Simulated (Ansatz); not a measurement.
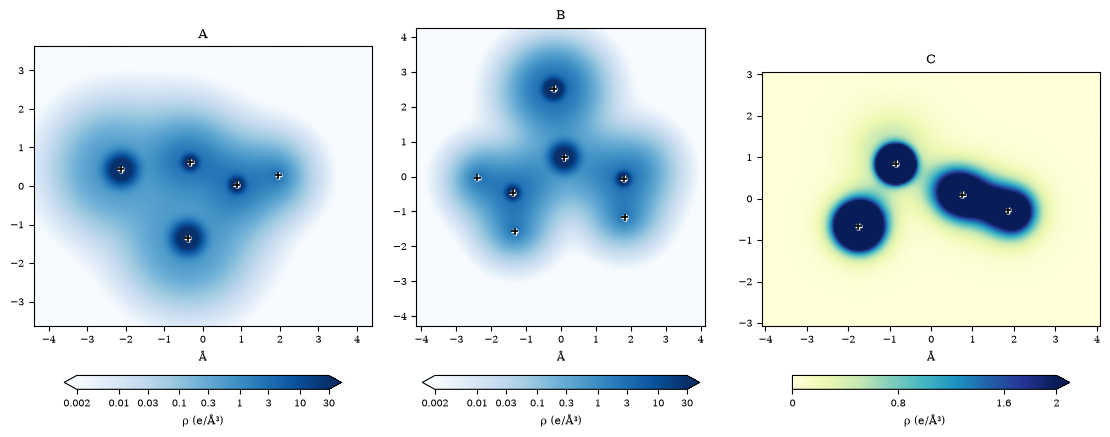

The electron density of 3 systems, each on a plane through atoms (crosses mark nuclei in the plane).

Computed with Ansatz 0.2.0, isolated molecule in a Gaussian basis; Kohn-Sham density functional theory, functional PBE0.

System 1: C2HSi2 (SMILES C1=C2[Si]=[Si]12) (doublet), the molecular plane. Geometry: PBE-D3(BJ)/def2-SVP.

```xyz
5

C    -0.0839   -1.4865   -0.8786
C     0.0265   -0.6765   -1.9443
Si    0.8768   -0.2551   -3.4859
Si    1.3544   -2.1379   -1.9227
H    -0.6809   -1.6301    0.0292
```

System 2: C2H5ClSi (SMILES [CH2][Si+](C)Cl) (charge +1, doublet), the plane of atoms Si4, C2 and H8. Geometry: PBE0-D3(BJ)/def2-SVP.

```xyz
9

C    -0.5183    0.2601    0.5398
C     1.6753    2.5546    1.0535
Cl   -0.2605    2.6459   -1.5961
Si    0.3373    1.7791    0.0928
H    -1.3183   -0.1562   -0.0840
H    -0.2652   -0.2955    1.4514
H     2.5806    2.6347    0.4266
H     1.9030    1.9754    1.9606
H     1.3822    3.5819    1.3319
```

System 3: FN2Si (SMILES [N-]=N[Si]F) (charge −1), the molecular plane. Geometry: B3LYP-D3(BJ)/def2-SVPD; the highest occupied orbital lies above zero, a sign that basis and functional describe the outermost electron poorly.

```yaml
atoms:
  - { symbol: F, position_ang: [1.5584, -3.4640, 0.6586] }
  - { symbol: N, position_ang: [-1.4150, -3.3811, 2.7452] }
  - { symbol: N, position_ang: [-0.2685, -3.3855, 2.5397] }
  - { symbol: Si, position_ang: [1.4994, -3.3840, 2.4067] }
```

> Which map belongs to which system?

Panel A is system 1, C2HSi2: the plane holds C, Si and H. C–C (1.34 Å): ρ at the midpoint is about 2.2 e/Å³. Panel B is system 2, C2H5ClSi: the plane holds C, Cl, Si and H. C–Si (1.80 Å): the density is about 1.1 e/Å³ at the midpoint. Panel C is system 3, FN2Si: the plane holds F, N and Si. N–N (1.16 Å): ρ is about 3.8 e/Å³ halfway.
